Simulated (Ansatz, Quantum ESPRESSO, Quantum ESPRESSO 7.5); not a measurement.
# Screening and band shifts of 1T-PtS2, 1 layer

Wanted: polarisability and gap of 1T-PtS2, 1 layer against a perpendicular field.

Calculated with Quantum ESPRESSO 7.5; plane-wave DFT, vdW-DF-cx, GBRV ultrasoft pseudopotentials made under PBE (geometry and cross-check by Ansatz 0.2.0 with PAW datasets; geometry under PBE).

### 1. The structure

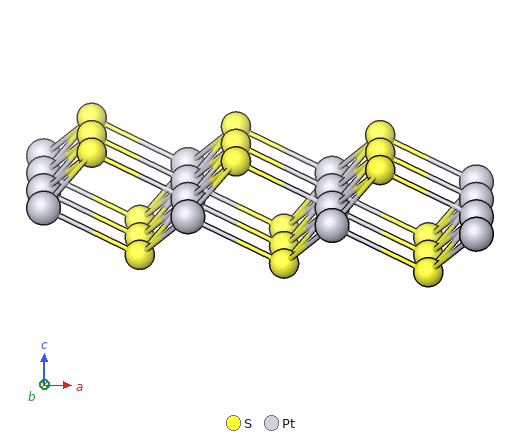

The starting structure, seen nearly edge on (sulfur yellow, platinum light grey). 3×3×1 cells are drawn. Some periodic images of atoms are drawn too.

The cell holds 3 atoms: 2 S and 1 Pt. Cell: a = 3.570 Å, b = 3.570 Å, c = 19.014 Å, α = 90.0°, β = 90.0°, γ = 120.0°. It derives from PtS2. Vacuum lies along c.

### 2. Relaxation with Ansatz

A relaxation in Ansatz fixes the structure of this slab for the runs on it.

input.yaml reads:

```yaml
crystal:
  lattice:
    - [3.57, 0.0, 0.0]
    - [-1.785, 3.0917106915, 0.0]
    - [0.0, 0.0, 19.0140863934]
  atoms:
    - { symbol: S, position: [0.6666666667, 0.3333333333, 0.4470369927] }
    - { symbol: Pt, position: [0.0, 0.0, 0.5] }
    - { symbol: S, position: [0.3333333333, 0.6666666667, 0.5529630073] }
kpoints:
  mp_grid: { grid: [12, 12, 1] }
hamiltonian:
  xc: pbe
scf:
  occupations: { method: fermi_dirac, width: 0.05 }
  convergence: { dr2_threshold: 1.0e-08 }
efield:
  axis: 3
  dipole_correction: true
  ramp_position: 0.97
  ramp_width: 0.04
relax:
  f_tol: 0.01
  cell: { fix: [c, alpha, beta] }
output:
  write_potential: true
  write_density: true
  volumetric_format: npy
```

The run is started by

```console
> ansatz run input.yaml --threads 4 --pin off --max-ram 8192MiB --backend cpu --events-out ev --progress --plain --runs-dir out
```

Numbers of over 12 decimals in the logs are rounded to 6 here.

What it wrote:

```text
Warning: relax.cell: scf.convergence.dr2_threshold = 1e-8 eV is looser than the 3e-10 eV advised for a relaxation that steers and ends on the stress (1e-10 eV for each atom of the cell: 3). What an SCF threshold leaves in a stress goes as its square root, and in the free energy as the threshold itself, and one threshold admits the most on a small cell: [figures from the program's tests cut] Set scf.convergence.dr2_threshold to 3e-10 eV or tighter. The threshold is an SCF's pass mark: one that does not reach it within its budget of iterations ends unconverged, or closes short of it on a stop that the run arms, and scf.convergence.dr2_threshold's page says what that costs each kind of run
Engine: ansatz 0.2.0, aarch64-unknown-linux-gnu
Pseudopotentials: kind: paw
Pseudopotential: S, paw, valence charge 6, recommended cutoff 420 eV (normal), S.paw.azcp
Pseudopotential: Pt, paw, valence charge 18, recommended cutoff 420 eV (normal), Pt.paw.azcp
Functional definition: PBE
  parameter kappa = 0.804
  parameter beta = 0.066725
  exchange = pbe_x(kappa = kappa, mu = beta*pi^2/3)
  correlation = pbe_c(beta = beta)
Crystal: 3 atoms, lattice volume = 209.866 Å³
Basis set: ecut = 420 eV, 4041 PW (Γ), exchange–correlation on 48×48×256 points (8 copies of the dense FFT grid, shifted against one another)
Bands: 19, of which v1, the nominal top of the filled ones, is band 15 counted from 1 (14 counted from 0)
Symmetry: 6 space group operations
k-points: 19 of 144 (time reversal used)
Non-local potential: S, projectors of the file, l = 0: 2, l = 1: 2, l = 2: 2
Non-local potential: Pt, projectors of the file, l = 0: 3, l = 1: 2, l = 2: 2, l = 3: 1
PAW form: soft (Blöchl's): semilocal exchange-correlation on the pseudo side does not see the compensation charge
PAW one-centre angular grid: S, 110 points (default); XC on 64 Gauss nodes
PAW one-centre angular grid: Pt, 590 points (default); XC on 64 Gauss nodes
Initial density: superposition of atomic densities (neutral atoms: chi_scale 0, normalization atom), corrected by the library's trained network
Initial wavefunctions: pseudopotential atomic-orbital guess
Functional: x = pbe(κ = 0.804, μ = 0.219515), c = pbe(β = 0.066725)
SCF iter   1: F=—  HF=-14327.577341 eV  |F-HF|=—  |Δ(HF+E_count)|=         —  Δρ=2.48e-3  dr2=2.50e-2  ethr=1.77e-3  p=-0.000 e·Å  D=-3.98e-5 V/Å  ΔV_dip=0.00 eV  dr2_dipole=1.29e-8  V_vac-E_F(+/−)=5.43/5.43 eV  ⟨swp⟩=8.7  Hψ=2378  notcnv=0
efield: sawtooth ramp at fractional position 0.9700 (set: `efield.ramp_position`, or a place that a band, a saddle search or an elastic batch's reference lends), width 0.0400; the density the first Hamiltonian is built on has a dipole p = -0.000 e·Å; the dipole correction subtracts the counter field D = -3.98e-5 V/Å, which shifts the + side's vacuum level by +0.00 eV against the − side's; the planar-averaged density in the ramp window peaks in size at 6.6e-6 e/Å³
preconditioner: auto → none  [insulator: Δε(μ)=1.451 eV  Ē_g=10.133 eV  σ=0.050 eV  W_gap=1.00  n_scr=10 (ndim 8)  ℏωp=12.0 eV  f_vac=0.711  D(μ)=0.00/eV (n_scr^D=0)  ε∞_Penn≈2.4]
SCF iter   2: F=—  HF=-14327.570779 eV  |F-HF|=—  |Δ(HF+E_count)|=   6.56e-3  Δρ=1.65e-3  dr2=9.18e-3  ethr=8.35e-5  p=-0.000 e·Å  D=-1.14e-4 V/Å  ΔV_dip=0.00 eV  dr2_dipole=3.61e-7  V_vac-E_F(+/−)=5.16/5.16 eV  ⟨swp⟩=3.1  Hψ=842  notcnv=0
SCF iter   3: F=—  HF=-14327.569517 eV  |F-HF|=—  |Δ(HF+E_count)|=   1.26e-3  Δρ=8.55e-4  dr2=1.85e-3  ethr=3.06e-5  p=0.000 e·Å  D=1.31e-4 V/Å  ΔV_dip=-0.00 eV  dr2_dipole=7.55e-7  V_vac-E_F(+/−)=5.22/5.22 eV  ⟨swp⟩=2.1  Hψ=577  notcnv=0
SCF iter   4: F=—  HF=-14327.569386 eV  |F-HF|=—  |Δ(HF+E_count)|=   1.31e-4  Δρ=3.46e-4  dr2=1.32e-4  ethr=6.16e-6  p=-0.000 e·Å  D=-2.14e-4 V/Å  ΔV_dip=0.00 eV  dr2_dipole=1.66e-6  V_vac-E_F(+/−)=5.20/5.19 eV  ⟨swp⟩=2.3  Hψ=542  notcnv=0
SCF iter   5: F=—  HF=-14327.569521 eV  |F-HF|=—  |Δ(HF+E_count)|=   1.35e-4  Δρ=1.53e-4  dr2=2.31e-4  ethr=4.39e-7  p=0.001 e·Å  D=1.07e-3 V/Å  ΔV_dip=-0.02 eV  dr2_dipole=4.44e-5  V_vac-E_F(+/−)=5.17/5.19 eV  ⟨swp⟩=2.2  Hψ=585  notcnv=0
SCF iter   6: F=—  HF=-14327.569498 eV  |F-HF|=—  |Δ(HF+E_count)|=   2.24e-5  Δρ=4.51e-5  dr2=2.04e-6  ethr=4.39e-7  p=0.000 e·Å  D=2.42e-5 V/Å  ΔV_dip=-0.00 eV  dr2_dipole=3.47e-8  V_vac-E_F(+/−)=5.17/5.17 eV  ⟨swp⟩=2.1  Hψ=471  notcnv=0
SCF iter   7: F=—  HF=-14327.569489 eV  |F-HF|=—  |Δ(HF+E_count)|=   9.58e-6  Δρ=1.27e-5  dr2=1.23e-7  ethr=6.80e-9  p=0.000 e·Å  D=9.17e-6 V/Å  ΔV_dip=-0.00 eV  dr2_dipole=9.63e-10  V_vac-E_F(+/−)=5.17/5.17 eV  ⟨swp⟩=2.6  Hψ=658  notcnv=0
SCF iter   8: F=-14327.569489 eV  HF=-14327.569489 eV  |F-HF|=1.29e-8  |Δ(HF+E_count)|=   4.81e-7  Δρ=2.52e-6  dr2=7.72e-9  ethr=3.33e-11  p=-0.000 e·Å  D=-1.26e-6 V/Å  ΔV_dip=0.00 eV  dr2_dipole=5.95e-11  V_vac-E_F(+/−)=5.17/5.17 eV  ⟨swp⟩=8.6  Hψ=2909  notcnv=0
SCF 1 converged in 8 iterations: F = -14327.569489 eV  dr2 = 7.72e-9
  greatest PAW one-centre occupation: 1.000 electrons in one spin orbital (limit 2), on the Pt atom at site 1 (counted from 0), in its partial waves of l = 0
relax step   1: F+E_penalty+E_count = -14327.56948938 eV  Δ(F+E_penalty+E_count) = +0.000e0 eV  max|allowed force component| = 3.141e0 eV/Å  Δτ_max = 0.0000 Å  P = +5.509 GPa  Ω = 209.866 Å³  fix = [c, alpha, beta]  reactions: c +4.831 GPa  (8 SCF iters, accepted)
Crystal: 3 atoms, lattice volume = 212.229 Å³
Basis set: ecut = 420 eV, 4053 PW (Γ), exchange–correlation on 48×48×256 points (8 copies of the dense FFT grid, shifted against one another)
Initial density: handed on by an earlier stage of this run
Initial wavefunctions: those handed on with the density
iter 1 solved again at ethr=2.89e-4 eV; its pass at ethr=3.10e-3 eV (dr2=8.66e-2 eV) is discarded
SCF iter   1: F=—  HF=-14328.267788 eV  |F-HF|=—  |Δ(HF+E_count)|=         —  Δρ=8.83e-3  dr2=9.57e-2  ethr=2.89e-4  p=-0.000 e·Å  D=-1.30e-6 V/Å  ΔV_dip=0.00 eV  dr2_dipole=2.55e-11  V_vac-E_F(+/−)=5.47/5.47 eV  ⟨swp⟩=1.6  Hψ=2547  notcnv=0
efield: sawtooth ramp at fractional position 0.9700 (set: `efield.ramp_position`, or a place that a band, a saddle search or an elastic batch's reference lends), width 0.0400; the density the first Hamiltonian is built on has a dipole p = -0.000 e·Å; the dipole correction subtracts the counter field D = -1.30e-6 V/Å, which shifts the + side's vacuum level by +0.00 eV against the − side's; the planar-averaged density in the ramp window peaks in size at 1.1e-6 e/Å³
[...]
SCF iter   6: F=—  HF=-14328.252876 eV  |F-HF|=—  |Δ(HF+E_count)|=   3.16e-7  Δρ=1.33e-5  dr2=2.87e-6  ethr=1.77e-9  p=0.000 e·Å  D=9.12e-5 V/Å  ΔV_dip=-0.00 eV  dr2_dipole=6.35e-7  V_vac-E_F(+/−)=5.45/5.45 eV  ⟨swp⟩=2.4  Hψ=613  notcnv=0
SCF iter   7: F=—  HF=-14328.252876 eV  |F-HF|=—  |Δ(HF+E_count)|=   2.97e-7  Δρ=1.89e-6  dr2=1.53e-8  ethr=1.77e-9  p=-0.000 e·Å  D=-7.59e-6 V/Å  ΔV_dip=0.00 eV  dr2_dipole=2.72e-9  V_vac-E_F(+/−)=5.45/5.45 eV  ⟨swp⟩=2.0  Hψ=485  notcnv=0
SCF iter   8: F=-14328.252876 eV  HF=-14328.252876 eV  |F-HF|=2.35e-10  |Δ(HF+E_count)|=  4.53e-10  Δρ=5.25e-7  dr2=5.22e-10  ethr=3.33e-11  p=-0.000 e·Å  D=-1.79e-6 V/Å  ΔV_dip=0.00 eV  dr2_dipole=5.26e-11  V_vac-E_F(+/−)=5.45/5.45 eV  ⟨swp⟩=9.0  Hψ=2433  notcnv=0
SCF 3 converged in 8 iterations: F = -14328.252876 eV  dr2 = 5.22e-10
relax step   3: F+E_penalty+E_count = -14328.25287577 eV  Δ(F+E_penalty+E_count) = -4.320e-3 eV  max|allowed force component| = 1.363e-3 eV/Å  Δτ_max = 0.0243 Å  P = +0.011 GPa  Ω = 210.361 Å³  energy of the carried Pulay correction = -2.935e-5 eV  fix = [c, alpha, beta]  reactions: c -0.000 GPa  (8 SCF iters, accepted)
Initial wavefunctions: pseudopotential atomic-orbital guess (no wavefunctions were taken with the density)
iter 1 solved again at ethr=1.76e-6 eV; its pass at ethr=3.10e-3 eV (dr2=5.29e-4 eV) is discarded
SCF iter   1: F=—  HF=-14328.252932 eV  |F-HF|=—  |Δ(HF+E_count)|=         —  Δρ=7.70e-6  dr2=1.40e-8  ethr=1.76e-6  p=-0.000 e·Å  D=-1.79e-6 V/Å  ΔV_dip=0.00 eV  dr2_dipole=5.47e-11  V_vac-E_F(+/−)=5.45/5.45 eV  ⟨swp⟩=3.1  Hψ=3269  notcnv=0
efield: sawtooth ramp at fractional position 0.9700 (set: `efield.ramp_position`, or a place that a band, a saddle search or an elastic batch's reference lends), width 0.0400; the density the first Hamiltonian is built on has a dipole p = -0.000 e·Å; the dipole correction subtracts the counter field D = -1.79e-6 V/Å, which shifts the + side's vacuum level by +0.00 eV against the − side's; the planar-averaged density in the ramp window peaks in size at 1.1e-6 e/Å³
eigensolver tolerance schedule: the retry pair's looser diagonalisation over-reported the residual by 37924.26 of it (diagonalisation noise at an unbounded share of the residual, at the tolerance the schedule requests for it); recorded, not acted on — ethr = c·dr2/N_el stays at c = 1.0e-1
preconditioner: auto → none  [insulator: Δε(μ)=1.771 eV  Ē_g=9.237 eV  σ=0.050 eV  W_gap=1.00  n_scr=10 (ndim 8)  ℏωp=12.0 eV  f_vac=0.690  D(μ)=0.00/eV (n_scr^D=0)  ε∞_Penn≈2.7]
SCF iter   2: F=—  HF=-14328.252888 eV  |F-HF|=—  |Δ(HF+E_count)|=   4.39e-5  Δρ=4.05e-6  dr2=1.85e-8  ethr=4.65e-11  p=0.000 e·Å  D=3.06e-6 V/Å  ΔV_dip=-0.00 eV  dr2_dipole=1.17e-9  V_vac-E_F(+/−)=5.45/5.45 eV  ⟨swp⟩=4.3  Hψ=1140  notcnv=0
SCF iter   3: F=—  HF=-14328.252894 eV  |F-HF|=—  |Δ(HF+E_count)|=   5.70e-6  Δρ=2.92e-6  dr2=2.22e-8  ethr=4.65e-11  p=-0.000 e·Å  D=-8.77e-6 V/Å  ΔV_dip=0.00 eV  dr2_dipole=4.42e-9  V_vac-E_F(+/−)=5.45/5.45 eV  ⟨swp⟩=2.4  Hψ=548  notcnv=0
iter 4 met the thresholds in force, and the SCF goes on: an eigenvalue changes by 4.01 meV, over its tolerance of 3.16 meV (output.eigenvalues, Limitations)
SCF iter   4: F=-14328.252904 eV  HF=-14328.252896 eV  |F-HF|=8.61e-6  |Δ(HF+E_count)|=   2.03e-6  Δρ=2.38e-6  dr2=5.58e-9  ethr=3.33e-11  p=0.000 e·Å  D=2.65e-6 V/Å  ΔV_dip=-0.00 eV  dr2_dipole=1.04e-9  V_vac-E_F(+/−)=5.45/5.45 eV  ⟨swp⟩=10.1  Hψ=2703  notcnv=0
SCF iter   5: F=-14328.252904 eV  HF=-14328.252900 eV  |F-HF|=4.29e-6  |Δ(HF+E_count)|=   4.32e-6  Δρ=1.48e-6  dr2=1.32e-9  ethr=1.86e-11  p=-0.000 e·Å  D=-1.45e-10 V/Å  ΔV_dip=0.00 eV  dr2_dipole=1.01e-10  V_vac-E_F(+/−)=5.45/5.45 eV  ⟨swp⟩=8.7  Hψ=2497  notcnv=0
SCF 4 converged in 5 iterations: F = -14328.252904 eV  dr2 = 1.32e-9
relax step   4: F+E_penalty+E_count = -14328.25290443 eV  Δ(F+E_penalty+E_count) = -2.866e-5 eV  max|allowed force component| = 1.372e-3 eV/Å  Δτ_max = 0.0000 Å  P = +0.009 GPa  Ω = 210.361 Å³  fix = [c, alpha, beta]  reactions: c -0.003 GPa  stress off target by 1.50e-2 GPa on what of the cell is left free  SCF on the basis re-selected at this cell (its energy is not comparable with the rows above)  (5 SCF iters)
basis re-selected at this cell: Δ(F+E_penalty+E_count) = -2.866e-5 eV, ΔP = -0.002 GPa vs the last step (what re-selecting the basis moved, of the pressure what is left beyond the Pulay correction that the steps carried, after the strain that the cell walked since its last selection, with what the two solves' SCF thresholds leave and, on support functions, any second-order correction that the steps lacked; it is no m [...]
WARN: The input density's exchange-correlation potential varies sharply where the density is thin. Do not read a vacuum level from v_tot or v_xc, or from such a field of the output density. On a cell that repeats whose density bears no net charge and no dipole along the vacuum's axis use v_es (v_loc + v_h of the components); under efield.dipole_correction with no amplitude use v_es + v_field, which holds any external [...]
SCF converged after 5 iterations
an eigenvalue changed by more than its tolerance at an iteration that met the thresholds in force, so the SCF went on 1 time: the last check found none over its tolerance
Free energy (F): -14328.252904 eV
Harris-Foulkes:  -14328.252900 eV  (|F-HF|=4.29e-6)
Internal energy: -14328.252904 eV  (E = F + TS)
E sigma→0 (E₀):  -14328.252904 eV
Fermi energy:    -1.160281 eV
Dipole field:    D = -0.000013 V/Å  (p = -0.000015 e·Å, saw-weighted, corrected)
Work function:   Φ+ = 5.4503 eV   Φ− = 5.4501 eV
Levels:          The Fermi level and band energies are counted from a zero that moves with the ramp; work functions are not
--- Per-component energies (eV) ---
  E_band       = -678.164464
  E_kinetic    = 848.618106
  E_local      = -18541.417987  (includes V_loc(G=0)·N_el)
  E_nonlocal   = 255.093502
  E_hartree    = 8766.869886
  E_xc         = -455.218678
  E_vxc        = -476.657297  (∫ρ·V_xc dr)
  E_paw        = -10653.784050  (= ΣΔE_a)
  E_vpaw       = -297.543090  (= ΣTr[D̂ρ^β])
  E_aug_tail   = 0.000191  (compensation charges beyond the density's cutoff)
  E_efield     = 0.000000  (sawtooth field / dipole correction)
  E_vefield    = 0.000075  (∫n·V_field dr)
  E_ewald      = 5451.586126
  E_smearing   = -0.000000  (= −TS)
  E_closure    = -0.000000  (closes the sum)
  Σ components = -14328.252904   (vs F -14328.252904, Δ=0.00e0)
--- Forces (eV/Å), atoms counted from 1 ---
  atom   1  S     -0.00000000     0.00000000     0.00136849
  atom   2  Pt     0.00000000     0.00000000     0.00000238
  atom   3  S      0.00000000    -0.00000000    -0.00137307
  max |Σ_I F_I| component: 2.20e-6 eV/Å
--- Stress (GPa, compression-positive) ---
        0.015041      -0.000000       0.000000
        0.000000       0.015041      -0.000000
       -0.000000      -0.000000      -0.002563
  P = ⅓ Tr σ = 0.0092 GPa (0.092 kbar)
--- Band table (eV; the first three rows and the last of 19) ---
  k-point 0: bands = [... 11 lower, -2.8447, -2.7263, -2.3506, -2.3506, 1.1283, 1.1283, 3.3291, 3.7391]
  k-point 1: bands = [... 11 lower, -3.2509, -2.5935, -2.3089, -2.1608, 0.7101, 1.0130, 3.5361, 3.9272]
  k-point 2: bands = [... 11 lower, -3.7787, -2.3243, -2.2899, -2.0962, -0.0266, 0.7977, 4.0211, 4.2765]
  k-point 18: bands = [... 11 lower, -4.5167, -4.2923, -2.7814, -2.7814, 0.0819, 0.0819, 4.7904, 6.9009]
--- Relaxed structure (3 steps of the walk, 3 accepted, 1 SCFs on fresh bases) ---
  F+E_penalty+E_count = -14328.25290443 eV   max|allowed force component| = 1.372e-3 eV/Å   (the final SCF, on the basis selected at the relaxed cell)
  cell:  # Å, volume = 210.3606 Å³
    - [3.574203, 0, 0]
    - [-1.787101, 3.095350, 0]
    - [0, 0, 19.0140863934]
  atoms:
    - { symbol: S, position: [0.666667, 0.333333, 0.435363] }
    - { symbol: Pt, position: [0, 0, 0.500000] }
    - { symbol: S, position: [0.333333, 0.666667, 0.564637] }
```

It took 13 s on 4 threads of Arm Neoverse N1, shared host; peak memory 0.49 GiB.

Step by step:

| step | energy less that of the first step (eV) | largest force component (eV/Å) | pressure (GPa) | volume (Å³) |
| --- | --- | --- | --- | --- |
| 1 | 0.0000 | 3.1410 | 5.51 | 209.87 |
| 2 | -0.6791 | 0.1910 | 0.15 | 212.23 |
| 3 | -0.6834 | 0.0014 | 0.01 | 210.36 |
| 4* | -0.6834 | 0.0014 | 0.01 | 210.36 |

Relaxation steps marked * repeat the geometry before them on a plane-wave basis chosen anew for their cell, so energy and pressure can jump there.

Forces are held to the 6 operations that the run works with; a distortion that breaks them can't arise in this run.

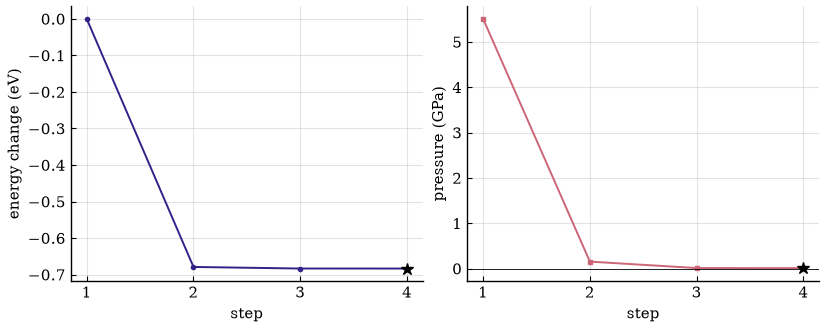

Energy and pressure along the relaxation. Stars mark steps on a basis chosen anew.

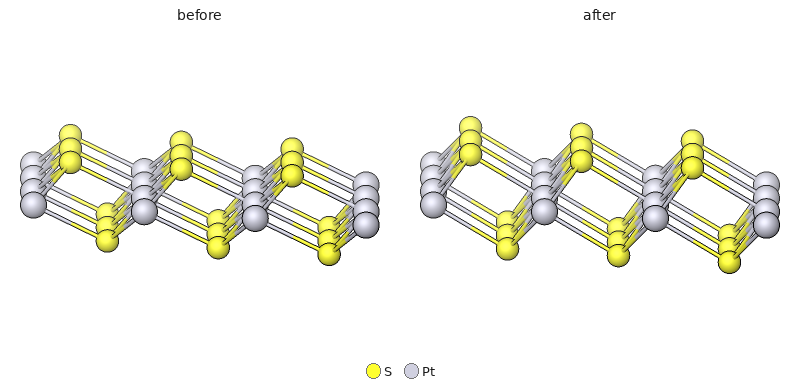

Before and after, at one scale.

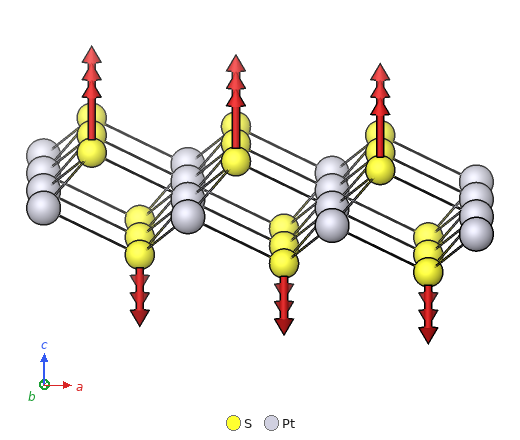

Displacements in the relaxation, exaggerated, measured against the changing cell; the longest in the cell stands for 0.22 Å. 3×3×1 cells are drawn. Some periodic images of atoms are drawn too.

| cell as run | before | after | change |
| --- | --- | --- | --- |
| a (Å) | 3.570 | 3.574 | +0.1 % |
| b (Å) | 3.570 | 3.574 | +0.1 % |

The atoms that moved most (Å, along periodic axes as changes of fractional coordinates times the final cell, across vacuum about the mean position):

| atom | dx | dy | dz | length |
| --- | --- | --- | --- | --- |
| S3 | 0.000 | 0.000 | 0.222 | 0.222 |
| S1 | 0.000 | 0.000 | -0.222 | 0.222 |

The relaxed structure:

```xyz
3
Lattice="3.5742 0.0000 0.0000 -1.7871 3.0954 0.0000 0.0000 0.0000 19.0141" Properties=species:S:1:pos:R:3
S     1.7871    1.0318    8.2780
Pt    0.0000    0.0000    9.5070
S     0.0000    2.0636   10.7361
```

This step gave:

```
free energy                                                      : -14328.2529 eV
Fermi energy                                                     : -1.160 eV
gap by band count                                                : 1.771 eV
symmetry operations                                              : 6
dipole along the normal                                          : -1.53e-5 e·Å
vacuum level at the upper face over a Fermi level inside the gap : 5.450 eV
vacuum level at the lower face over a Fermi level inside the gap : 5.450 eV
```

[end of part 1 of 6]

[Logs are printed without paths, hosts, clocks, repeated set-up lines and the standing remarks that a program may print on its own settings, such as how far it seeks lower states.]

[Hosts, paths, dates, database ids (printed as entryN), source tags and the programs' standing remarks are cut or masked in the printed files.]

[Maps of the electrostatic potential energy from Ansatz leave out the sawtooth potential of an applied field or a dipole correction, so their vacuum need not be flat; planar profiles and work functions include it.]
